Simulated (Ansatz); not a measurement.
# Resistivity from frozen vibrations: Au(111) with 4 thermally displaced layers, 2x2, part 2 of 2

How much do lattice vibrations at 300 K scatter the electrons of Au? Layers with random displacements are laid between perfect leads, and the resistance is followed against their length.

Ansatz 0.2.0; Ansatz plane-wave DFT, PBE, PAW files; ballistic transport by layer matching (Landauer), zero bias; PAW set soft_1.

So far, channels at the energy nearest the Fermi level, one spin: step 2 (with 4 displaced layers) 3.21.

### 3. With 8 displaced layers

System of this step: Au(111) with 8 thermally displaced layers, 2x2. The cell holds 56 atoms: 56 Au. Its edges and angles: a = 5.768 Å, b = 5.768 Å, c = 33.006 Å, α = 87.5°, β = 92.5°, γ = 120.0°. It derives from Au. Regions: lead, 24 atoms (24 Au); scattering region, 32 atoms (32 Au). The structure is stacked along c, and the current runs across the ab planes.

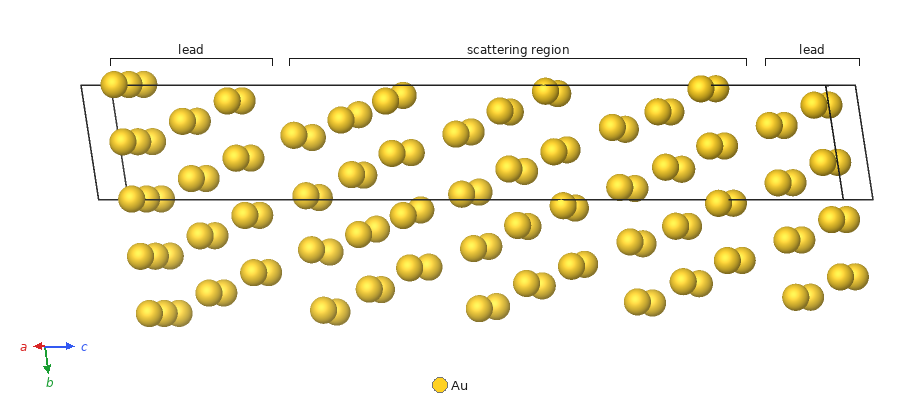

The cell of this step (gold yellow). 1×2×1 cells are drawn. Some periodic images of atoms are drawn too.

Contents of input.yaml:

```yaml
crystal:
  lattice:
    - [5.7675164607, 0.0, 0.0]
    - [-2.8837582304, 4.9948157718, 0.0]
    - [-1.4418791152, 0.8324692953, 32.9641022945]
  atoms:
    - { symbol: Au, position: [0.005952381, 0.994047619, 0.0357142857] }
    - { symbol: Au, position: [0.005952381, 0.494047619, 0.0357142857] }
    - { symbol: Au, position: [0.505952381, 0.994047619, 0.0357142857] }
    - { symbol: Au, position: [0.505952381, 0.494047619, 0.0357142857] }
    - { symbol: Au, position: [0.1845238095, 0.3154761905, 0.1071428571] }
    - { symbol: Au, position: [0.1845238095, 0.8154761905, 0.1071428571] }
    - { symbol: Au, position: [0.6845238095, 0.3154761905, 0.1071428571] }
    - { symbol: Au, position: [0.6845238095, 0.8154761905, 0.1071428571] }
    - { symbol: Au, position: [0.3630952381, 0.1369047619, 0.1785714286] }
    - { symbol: Au, position: [0.3630952381, 0.6369047619, 0.1785714286] }
    - { symbol: Au, position: [0.8630952381, 0.1369047619, 0.1785714286] }
    - { symbol: Au, position: [0.8630952381, 0.6369047619, 0.1785714286] }
    - { symbol: Au, position: [0.0820620127, 0.9820258871, 0.2509823167] }
    - { symbol: Au, position: [0.022944449, 0.4579517968, 0.2518044255] }
    - { symbol: Au, position: [0.5252073722, 0.9653040102, 0.2511815485] }
    - { symbol: Au, position: [0.5415582096, 0.4371563039, 0.2481812055] }
    - { symbol: Au, position: [0.2035683332, 0.2577446179, 0.3262094999] }
    - { symbol: Au, position: [0.2153127274, 0.7858479412, 0.3207178438] }
    - { symbol: Au, position: [0.757380249, 0.3034234002, 0.3231694416] }
    - { symbol: Au, position: [0.6864063039, 0.7803925185, 0.3233077914] }
    - { symbol: Au, position: [0.4098118481, 0.0891468245, 0.3978652301] }
    - { symbol: Au, position: [0.3724939185, 0.588761856, 0.395427276] }
    - { symbol: Au, position: [0.9178284512, 0.1374279582, 0.3933753178] }
    - { symbol: Au, position: [0.8849377053, 0.5948412554, 0.3898579547] }
    - { symbol: Au, position: [0.0632928741, 0.9337886138, 0.4658831407] }
    - { symbol: Au, position: [0.0916477708, 0.408156535, 0.468928494] }
    - { symbol: Au, position: [0.5869479162, 0.9513774255, 0.4630961337] }
    - { symbol: Au, position: [0.5685646887, 0.4266776908, 0.4671208267] }
    - { symbol: Au, position: [0.252556587, 0.2340404225, 0.5320277306] }
    - { symbol: Au, position: [0.2389474354, 0.7527129999, 0.538434669] }
    - { symbol: Au, position: [0.7440266716, 0.2241584537, 0.5381139805] }
    - { symbol: Au, position: [0.7296544177, 0.7308279117, 0.5374212518] }
    - { symbol: Au, position: [0.4024122934, 0.0727514758, 0.6055441251] }
    - { symbol: Au, position: [0.4356465512, 0.5640103575, 0.6076984006] }
    - { symbol: Au, position: [0.9392016442, 0.0510682297, 0.6110486516] }
    - { symbol: Au, position: [0.954117049, 0.5802480521, 0.6103446705] }
    - { symbol: Au, position: [0.1331586815, 0.9021819057, 0.6787792096] }
    - { symbol: Au, position: [0.0891033782, 0.3848075361, 0.6764562955] }
    - { symbol: Au, position: [0.5928278553, 0.8918536108, 0.6770086802] }
    - { symbol: Au, position: [0.5875799505, 0.3678615271, 0.6793092155] }
    - { symbol: Au, position: [0.3092898255, 0.2323293789, 0.7499617533] }
    - { symbol: Au, position: [0.3212794564, 0.7332438254, 0.7531614127] }
    - { symbol: Au, position: [0.7658078773, 0.2304663446, 0.7509334995] }
    - { symbol: Au, position: [0.8018664876, 0.714892136, 0.7510520688] }
    - { symbol: Au, position: [0.4702380952, 0.0297619048, 0.8214285714] }
    - { symbol: Au, position: [0.4702380952, 0.5297619048, 0.8214285714] }
    - { symbol: Au, position: [0.9702380952, 0.0297619048, 0.8214285714] }
    - { symbol: Au, position: [0.9702380952, 0.5297619048, 0.8214285714] }
    - { symbol: Au, position: [0.1488095238, 0.8511904762, 0.8928571429] }
    - { symbol: Au, position: [0.1488095238, 0.3511904762, 0.8928571429] }
    - { symbol: Au, position: [0.6488095238, 0.8511904762, 0.8928571429] }
    - { symbol: Au, position: [0.6488095238, 0.3511904762, 0.8928571429] }
    - { symbol: Au, position: [0.3273809524, 0.1726190476, 0.9642857143] }
    - { symbol: Au, position: [0.3273809524, 0.6726190476, 0.9642857143] }
    - { symbol: Au, position: [0.8273809524, 0.1726190476, 0.9642857143] }
    - { symbol: Au, position: [0.8273809524, 0.6726190476, 0.9642857143] }
kpoints:
  mp_grid: { grid: [5, 5, 1] }
hamiltonian:
  xc: pbe
  pseudopotentials: { kind: paw, azcp: { folder: soft_1 } }
scf:
  occupations: { method: fermi_dirac, width: 0.1 }
output:
  transmission:
    leads: [[0, 4]]
    kmesh: [10, 10]
    e_range: [-0.05, 0.05]
    de: 0.05
  write_potential: true
  write_density: true
  volumetric_format: npy
```

Launch:

```bash
$ ansatz run input.yaml --threads 4 --pin off --max-ram 15360MiB --backend cpu --events-out ev --progress --plain --runs-dir out
```

Numbers of over 12 decimals in the logs are rounded to 6 here.

Output:

```text
[...]
Crystal: 56 atoms, lattice volume = 949.619 Å³
Basis set: ecut = 420 eV, 18659 PW (Γ)
Bands: 639, of which v1, the nominal top of the filled ones, is band 532 counted from 1 (531 counted from 0)
Symmetry: 1 space group operations
[...]
k-points: 13 of 25 (time reversal used)
[...]
SCF iter   1: F=—  HF=-736476.484035 eV  |F-HF|=—  |Δ(HF+E_count)|=         —  Δρ=6.74e-2  dr2=4.73e1  ethr=3.10e-3  ⟨swp⟩=4.0  Hψ=24702  notcnv=0  defer=195
[...]
SCF iter  11: F=-736462.593547 eV  HF=-736462.593547 eV  |F-HF|=2.91e-9  |Δ(HF+E_count)|=   5.36e-9  Δρ=6.66e-7  dr2=6.73e-9  ethr=9.40e-12  ⟨swp⟩=2.0  Hψ=15186  notcnv=0
SCF 1 converged in 11 iterations: F = -736462.593547 eV  dr2 = 6.73e-9
[...]
transmission: 226 of 2236 steps passed
transmission: 448 of 2236 steps passed
[...]
transmission: 2236 of 2236 steps passed
SCF converged after 11 iterations
Free energy (F): -736462.593547 eV
[...]
Internal energy: -736461.933123 eV  (E = F + TS)
E sigma→0 (E₀):  -736462.263335 eV
Entropy (-TS):   -0.660424 eV (-11.793 meV/atom)
Fermi energy:    20.728157 eV
[...]
--- Band table (eV; the first three rows and the last of 13) ---
  k-point 0: bands = [... 528 lower, 20.9075, 21.1695, 21.1941, 21.3694, 21.4353, 21.4503, 21.4752, 21.5659, ... 103 higher]
  k-point 1: bands = [... 528 lower, 20.3980, 20.5052, 20.6107, 20.6888, 20.7717, 20.7779, 20.8558, 20.9050, ... 103 higher]
  k-point 2: bands = [... 528 lower, 20.4691, 20.5409, 20.5665, 20.6516, 20.7494, 20.7771, 20.8856, 21.0093, ... 103 higher]
  k-point 12: bands = [... 528 lower, 19.9289, 19.9555, 20.1735, 20.7952, 20.9639, 21.1795, 21.2174, 21.2928, ... 103 higher]
--- Transmission ---
  basis      : 253 plane waves across, 43 finite elements along
  points     : 52, standing for a mesh of 10 x 10
[...]
channels       : 3.210000e0 a spin
[...]
junction   : crystal 0 to crystal 0, 0.70 to 31.31 Å
    transmission   : 2.982344e0 a spin
[...]
```

Wall time 18 min (4 threads of Arm Neoverse V2, shared host); peak memory 8.2 GiB.

Numbers from this step:

```yaml
free_energy: -736462.5935 eV
energy_at_zero_smearing: -736462.2633 eV
transmission_at_the_energy_nearest_the_fermi_level_one_spin: 2.982
step_of_the_lead_s_hamiltonian: 4 meV
```

Per spin. The transmission, zone mean by energy, zero at the Fermi level:

| energy (eV) | transmission, zone mean |
| --- | --- |
| -0.0500 | 2.95 |
| 0.0000 | 2.98 |
| 0.0500 | 3.00 |

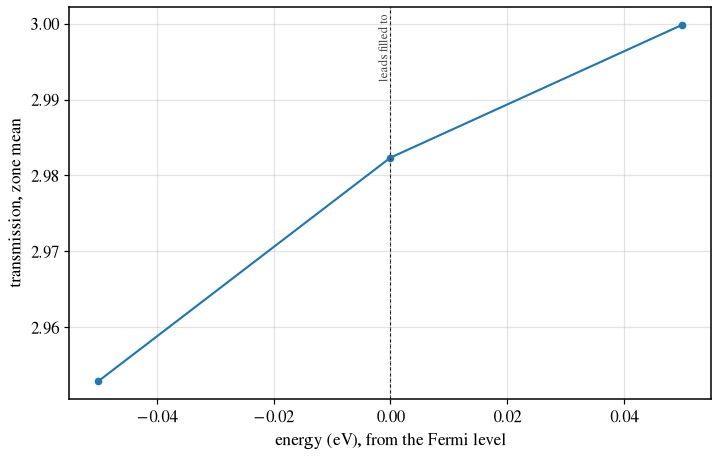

Transmission, zone mean against energy.

Over the solved energies the transmission per spin lies between 2.95 and 3.00, out of 3.21 channels of the lead on average (up to 3.21).

### 4. With 12 displaced layers

System of this step: Au(111) with 12 thermally displaced layers, 2x2. The cell holds 72 atoms: 72 Au. Its edges and angles: a = 5.768 Å, b = 5.768 Å, c = 42.382 Å, α = 90.0°, β = 90.0°, γ = 120.0°. It derives from Au. Regions: lead, 24 atoms (24 Au); scattering region, 48 atoms (48 Au). The structure is stacked along c, and the current runs across the ab planes.

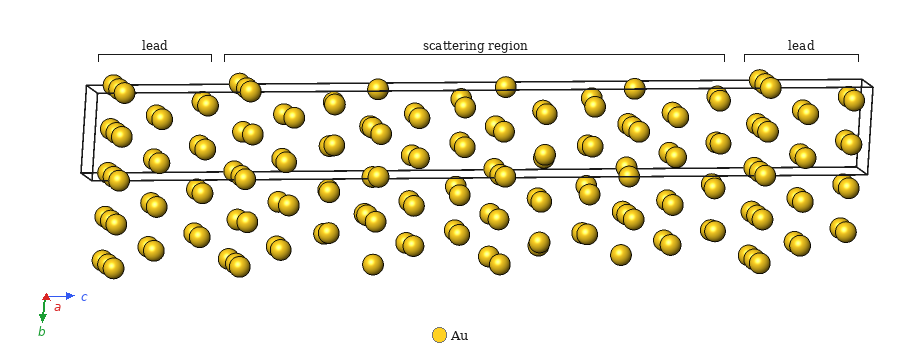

The cell of this step (gold yellow). 1×2×1 cells are drawn. Some periodic images of atoms are drawn too.

Contents of input.yaml:

```yaml
crystal:
  lattice:
    - [5.7675164607, 0.0, 0.0]
    - [-2.8837582304, 4.9948157718, 0.0]
    - [0.0, 0.0, 42.3824172358]
  atoms:
    - { symbol: Au, position: [0.0, 0.0, 0.0277777778] }
    - { symbol: Au, position: [0.0, 0.5, 0.0277777778] }
    - { symbol: Au, position: [0.5, 0.0, 0.0277777778] }
    - { symbol: Au, position: [0.5, 0.5, 0.0277777778] }
    - { symbol: Au, position: [0.1666666667, 0.3333333333, 0.0833333333] }
    - { symbol: Au, position: [0.1666666667, 0.8333333333, 0.0833333333] }
    - { symbol: Au, position: [0.6666666667, 0.3333333333, 0.0833333333] }
    - { symbol: Au, position: [0.6666666667, 0.8333333333, 0.0833333333] }
    - { symbol: Au, position: [0.3333333333, 0.1666666667, 0.1388888889] }
    - { symbol: Au, position: [0.3333333333, 0.6666666667, 0.1388888889] }
    - { symbol: Au, position: [0.8333333333, 0.1666666667, 0.1388888889] }
    - { symbol: Au, position: [0.8333333333, 0.6666666667, 0.1388888889] }
    - { symbol: Au, position: [0.0017625796, 0.9934892332, 0.1903790418] }
    - { symbol: Au, position: [0.9909990246, 0.4854201265, 0.196753667] }
    - { symbol: Au, position: [0.49622064, 0.0015142614, 0.1926281181] }
    - { symbol: Au, position: [0.4918735698, 0.4997907877, 0.1912689417] }
    - { symbol: Au, position: [0.1704283104, 0.3314091592, 0.2474651142] }
    - { symbol: Au, position: [0.133644126, 0.8426402125, 0.2493638113] }
    - { symbol: Au, position: [0.6561983429, 0.3290494361, 0.2538833451] }
    - { symbol: Au, position: [0.6666699451, 0.8349046259, 0.2468208678] }
    - { symbol: Au, position: [0.3675345703, 0.1833101017, 0.3078364975] }
    - { symbol: Au, position: [0.3423964271, 0.6832949873, 0.3063485826] }
    - { symbol: Au, position: [0.8415860608, 0.1639058527, 0.3024046107] }
    - { symbol: Au, position: [0.8319462265, 0.6315660708, 0.305042608] }
    - { symbol: Au, position: [0.9873281169, 0.9810822863, 0.3624218737] }
    - { symbol: Au, position: [0.9928903979, 0.4920751119, 0.3622224525] }
    - { symbol: Au, position: [0.5051111966, 0.025196404, 0.3618624678] }
    - { symbol: Au, position: [0.4749135814, 0.4647306032, 0.3583153367] }
    - { symbol: Au, position: [0.1832816769, 0.3324153644, 0.416061389] }
    - { symbol: Au, position: [0.1808482022, 0.8100657923, 0.4154146207] }
    - { symbol: Au, position: [0.6645605091, 0.3439696213, 0.4152481309] }
    - { symbol: Au, position: [0.6424710557, 0.8042155682, 0.4182259031] }
    - { symbol: Au, position: [0.3416769061, 0.1580250871, 0.4725714178] }
    - { symbol: Au, position: [0.3087466043, 0.6581078717, 0.4751680686] }
    - { symbol: Au, position: [0.856420901, 0.2085771714, 0.4705393257] }
    - { symbol: Au, position: [0.8406762796, 0.6631201477, 0.4734318534] }
    - { symbol: Au, position: [0.9947965814, 0.9898197421, 0.5259229471] }
    - { symbol: Au, position: [0.0474655791, 0.4985969435, 0.5234664686] }
    - { symbol: Au, position: [0.4959604496, 0.0122997907, 0.526708837] }
    - { symbol: Au, position: [0.5304643267, 0.5181837264, 0.5274521013] }
    - { symbol: Au, position: [0.1501345487, 0.3151060208, 0.581836913] }
    - { symbol: Au, position: [0.154447755, 0.8551813485, 0.586734006] }
    - { symbol: Au, position: [0.6362148774, 0.3118973427, 0.5795525281] }
    - { symbol: Au, position: [0.623349802, 0.7769836965, 0.5808913173] }
    - { symbol: Au, position: [0.3505724467, 0.1603960905, 0.640715858] }
    - { symbol: Au, position: [0.3416211291, 0.698605561, 0.6393147862] }
    - { symbol: Au, position: [0.8504828867, 0.2129682032, 0.6381952182] }
    - { symbol: Au, position: [0.8159793919, 0.6703293588, 0.6388058656] }
    - { symbol: Au, position: [0.0083925224, 0.9832813567, 0.696164805] }
    - { symbol: Au, position: [0.0073405891, 0.4878880048, 0.6947934349] }
    - { symbol: Au, position: [0.5082257148, 0.0425534774, 0.6929391028] }
    - { symbol: Au, position: [0.4832149805, 0.4806654625, 0.6937044906] }
    - { symbol: Au, position: [0.1735382873, 0.3472611981, 0.7486948738] }
    - { symbol: Au, position: [0.1509004625, 0.8076379029, 0.7482311418] }
    - { symbol: Au, position: [0.7194042979, 0.3522217152, 0.7483294361] }
    - { symbol: Au, position: [0.6368076557, 0.815636045, 0.7499536283] }
    - { symbol: Au, position: [0.3271274702, 0.1531638007, 0.802805058] }
    - { symbol: Au, position: [0.3597755836, 0.6748603407, 0.804754787] }
    - { symbol: Au, position: [0.8250638697, 0.157060867, 0.7992787438] }
    - { symbol: Au, position: [0.825440412, 0.6472467542, 0.8034119714] }
    - { symbol: Au, position: [0.0, 0.0, 0.8611111111] }
    - { symbol: Au, position: [0.0, 0.5, 0.8611111111] }
    - { symbol: Au, position: [0.5, 0.0, 0.8611111111] }
    - { symbol: Au, position: [0.5, 0.5, 0.8611111111] }
    - { symbol: Au, position: [0.1666666667, 0.3333333333, 0.9166666667] }
    - { symbol: Au, position: [0.1666666667, 0.8333333333, 0.9166666667] }
    - { symbol: Au, position: [0.6666666667, 0.3333333333, 0.9166666667] }
    - { symbol: Au, position: [0.6666666667, 0.8333333333, 0.9166666667] }
    - { symbol: Au, position: [0.3333333333, 0.1666666667, 0.9722222222] }
    - { symbol: Au, position: [0.3333333333, 0.6666666667, 0.9722222222] }
    - { symbol: Au, position: [0.8333333333, 0.1666666667, 0.9722222222] }
    - { symbol: Au, position: [0.8333333333, 0.6666666667, 0.9722222222] }
kpoints:
  mp_grid: { grid: [5, 5, 1] }
hamiltonian:
  xc: pbe
  pseudopotentials: { kind: paw, azcp: { folder: soft_1 } }
scf:
  occupations: { method: fermi_dirac, width: 0.1 }
output:
  transmission:
    leads: [[0, 4]]
    kmesh: [10, 10]
    e_range: [-0.05, 0.05]
    de: 0.05
  write_potential: true
  write_density: true
  volumetric_format: npy
```

Output:

```text
[...]
Crystal: 72 atoms, lattice volume = 1220.939 Å³
Basis set: ecut = 420 eV, 23937 PW (Γ)
Bands: 821, of which v1, the nominal top of the filled ones, is band 684 counted from 1 (683 counted from 0)
Symmetry: 1 space group operations
[...]
k-points: 13 of 25 (time reversal used)
[...]
SCF iter   1: F=—  HF=-946896.964597 eV  |F-HF|=—  |Δ(HF+E_count)|=         —  Δρ=6.73e-2  dr2=6.06e1  ethr=3.10e-3  ⟨swp⟩=4.0  Hψ=31694  notcnv=0  defer=289
[...]
SCF iter  11: F=-946879.158877 eV  HF=-946879.158877 eV  |F-HF|=2.15e-8  |Δ(HF+E_count)|=  3.49e-10  Δρ=6.32e-7  dr2=2.53e-8  ethr=7.31e-12  ⟨swp⟩=8.5  Hψ=39862  notcnv=0
SCF 1 converged in 11 iterations: F = -946879.158877 eV  dr2 = 2.53e-8
[...]
transmission: 278 of 2756 steps passed
transmission: 552 of 2756 steps passed
[...]
transmission: 2756 of 2756 steps passed
SCF converged after 11 iterations
Free energy (F): -946879.158877 eV
[...]
Internal energy: -946878.372374 eV  (E = F + TS)
E sigma→0 (E₀):  -946878.765626 eV
Entropy (-TS):   -0.786503 eV (-10.924 meV/atom)
Fermi energy:    20.710647 eV
[...]
--- Band table (eV; the first three rows and the last of 13) ---
  k-point 0: bands = [... 680 lower, 20.9320, 21.2798, 21.2911, 21.3425, 21.3685, 21.3903, 21.4137, 21.5522, ... 133 higher]
  k-point 1: bands = [... 680 lower, 20.4596, 20.5616, 20.5783, 20.6832, 20.7152, 20.8046, 20.8175, 20.9172, ... 133 higher]
  k-point 2: bands = [... 680 lower, 20.5173, 20.5398, 20.5791, 20.6273, 20.7155, 20.7539, 20.7983, 20.8177, ... 133 higher]
  k-point 12: bands = [... 680 lower, 19.9785, 20.3225, 20.3493, 20.7251, 20.7564, 21.0318, 21.0450, 21.4573, ... 133 higher]
--- Transmission ---
  basis      : 253 plane waves across, 53 finite elements along
  points     : 52, standing for a mesh of 10 x 10
[...]
channels       : 3.190000e0 a spin
[...]
junction   : crystal 0 to crystal 0, 0.70 to 40.73 Å
    transmission   : 2.824136e0 a spin
[...]
```

The job ended after 32 min (4 threads; peak memory 9.8 GiB).

Numbers from this step:

```
free energy                                                  : -946879.1589 eV
energy at zero smearing                                      : -946878.7656 eV
Fermi energy                                                 : 20.71 eV
transmission at the energy nearest the Fermi level, one spin : 2.824
channels at the energy nearest the Fermi level, one spin     : 3.19
step of the lead's Hamiltonian                               : 9.2 meV
```

Per spin. Table of transmission, zone mean by energy, zero at the Fermi level:

| energy (eV) | transmission, zone mean |
| --- | --- |
| -0.0500 | 2.82 |
| 0.0000 | 2.82 |
| 0.0500 | 2.87 |

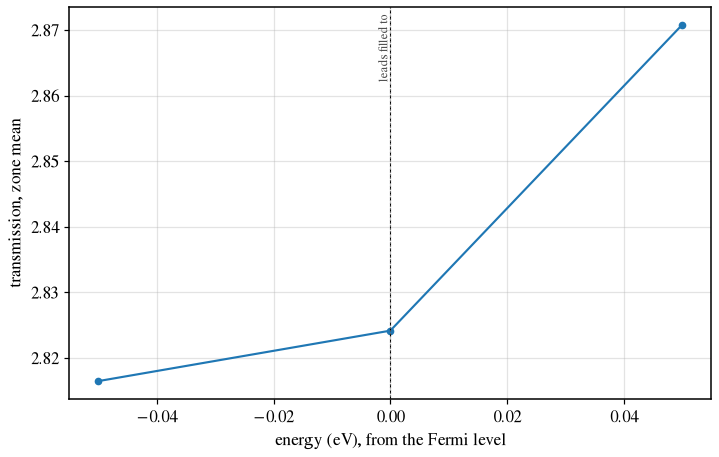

Transmission, zone mean against energy.

Over the solved energies the transmission per spin lies between 2.82 and 2.87, out of 3.20 channels of the lead on average (up to 3.21).

### 5. Resistance against length

This step: Ansatz plane-wave DFT, PBE, PAW files; ballistic transport by layer matching (Landauer), zero bias; resistivity from the slope of the area resistance; PAW set soft_1 (Ansatz 0.2.0).

This step gave:

```yaml
resistivity: 5.867 µΩ cm
intercept: -0.01745 fΩ m²
scatter_about_the_fit: 0.002111 fΩ m²
```

Resistance, by row:

| run | length (Å) | T | channels N | RA (fΩ m²) |
| --- | --- | --- | --- | --- |
| n4 | 9.418 | 3.105 | 3.21 | 0.0393 |
| n8 | 18.84 | 2.978 | 3.21 | 0.09008 |
| n12 | 28.25 | 2.837 | 3.203 | 0.1498 |

The area resistance by length of the displaced region:

| length of the displaced region (Å) | area resistance (fΩ m²) |
| --- | --- |
| 9.42 | 0.0393 |
| 18.84 | 0.0901 |
| 28.25 | 0.150 |

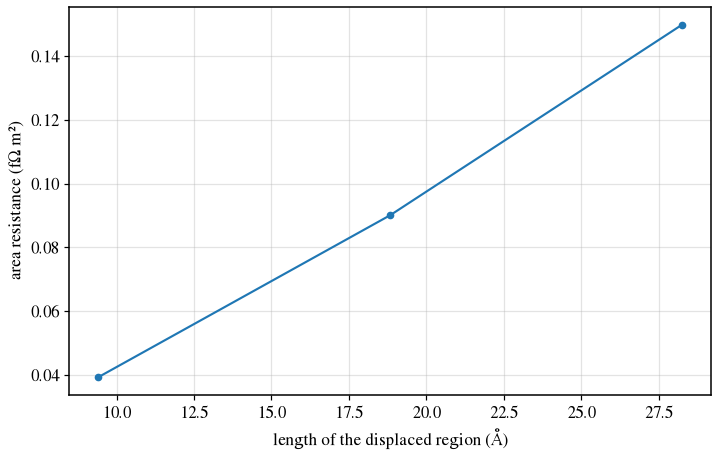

Area resistance against length of the displaced region.

The area resistance goes from 0.039 to 0.15 fΩ m² between 9.4 and 28.3 Å, a slope of 5.9 µΩ cm.

By hand from the end points: (0.1498 − 0.03930) fΩ m² / (28.25 − 9.42) Å = 5.9 µΩ cm, since 1 fΩ m² per Å is 1000 µΩ cm.

### 6. Summary of results

- resistivity from the slope: 5.87 µΩ cm
- area resistance over 9.42 Å: 0.0393 fΩ m²
- area resistance over 18.8 Å: 0.0901 fΩ m²
- area resistance over 28.3 Å: 0.150 fΩ m²

What this shows: The slope gives 5.9 µΩ cm. The points scatter by 0.0021 fΩ m² about the line, with one random draw a length in a 2x2 cell, so the slope is a rough value. The mean square of the displacements drawn is 0.78, 0.99 and 1.2 of the nominal one at the three lengths; with each resistance scaled back by that, the slope is 4.1 µΩ cm, the value used below. Read with a model of isotropic scattering on a spherical Fermi surface and the lead's 0.86×10¹⁵ S/m², this slope means a mean free path near 254 Å; over these lengths the model's slope is 1.19 times its bulk resistivity, which would be 3.4 µΩ cm. Uncorrelated displacements put too much weight on short waves, which scatter strongly; with the sideways repeat of a small cell, one draw and three short lengths, the method is good to a factor of two or three. The measured value is 2.271 µΩ cm (CRC Handbook of Chemistry and Physics, 84th ed., 2003, Electrical Resistivity of Pure Metals); the scaled slope is 1.8 times that and the corrected value 1.5: clearly high. Spin-orbit coupling is left out, which matters for Au.

[Logs are printed without paths, hosts, clocks, repeated set-up lines and the standing remarks that a program may print on its own settings, such as how far it seeks lower states.]

[Hosts, paths, dates, database ids (printed as entryN), source tags and the programs' standing remarks are cut or masked in the printed files.]
